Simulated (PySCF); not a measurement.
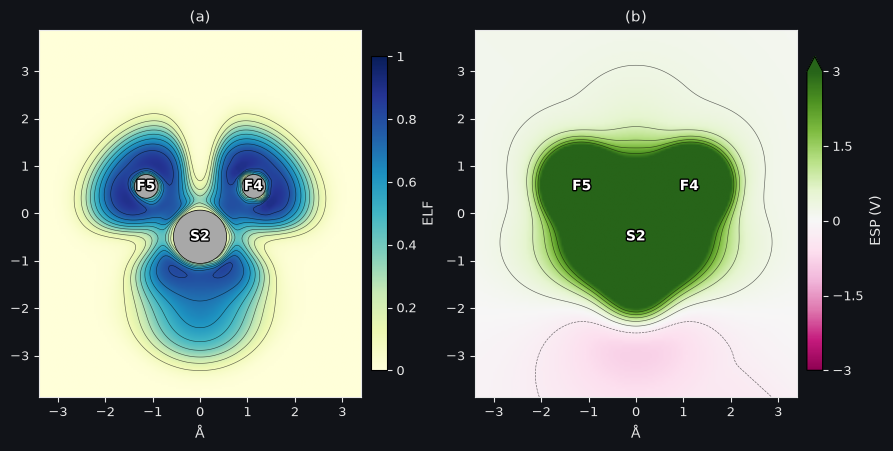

*F3NS (SMILES N#S(F)(F)F). (a) electron localisation function; (b) molecular electrostatic potential on the plane of atoms F4, S2 and F5. Grey discs cover the atomic cores in the ELF map.*

Geometry: PBE0-D3(BJ)/def2-TZVP.

Computed with PBE0/pcSseg-2, SCF density, gas phase, non-relativistic in PySCF 2.14.0.

```csv
atom,x (Å),y (Å),z (Å)
N,-1.5359,-0.3478,-0.3031
S,-1.3641,0.3972,-1.4862
F,-0.2048,0.1241,-2.4858
F,-2.4464,0.4601,-2.6011
F,-1.1337,1.9355,-1.4818
```

Describe what can be read from this map.

The plane passes through S and F nuclei. S–F (1.56 Å): the ELF peaks at about 0.80 between the atoms (a polar covalent bond). The ELF also peaks beside F4 and F5, away from the bonds: lone-pair regions. Outside the dense part of the molecule the potential is most negative (−0.8 V) near N1, which lies off the plane.
